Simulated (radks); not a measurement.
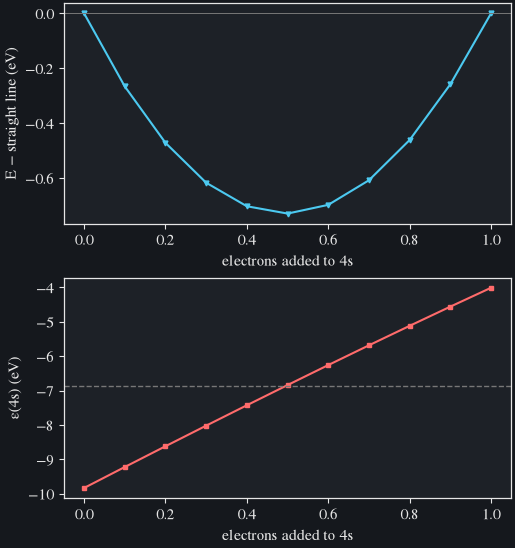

All numbers are computed, not measured: Dirac Kohn-Sham, PBEsol, spin-unpolarised, spherical densities, point nucleus (the in-house radial solver radks). The occupation of the 4s shell is varied from Cr⁺ ([Ar] 3d5 (3d3/2: 4, 3d5/2: 1)) to Cr ([Ar] 3d5 4s1 (3d3/2: 4, 3d5/2: 1)), with spherical fractional occupations. The plot shows the total energy less the straight line between the end points, and the eigenvalue of 4s (the dashed line is minus the energy to take the whole electron out).

Q: Is the energy convex or concave in the occupation, and by how much?

A: The curve is convex (below the straight line), with the largest deviation among the points computed, −0.73 eV, at 0.5. The end points differ by 6.87 eV, the energy to take the electron out. The eigenvalue, which is the slope of the energy (Janak's theorem), moves from −9.83 eV at 0 to −4.01 eV at 1; for a straight line it would stay constant, and a parabola would sag by an eighth of this change, scaled to a whole electron, 0.73 eV. Convexity is the delocalisation error: fractional charges are too low in energy.
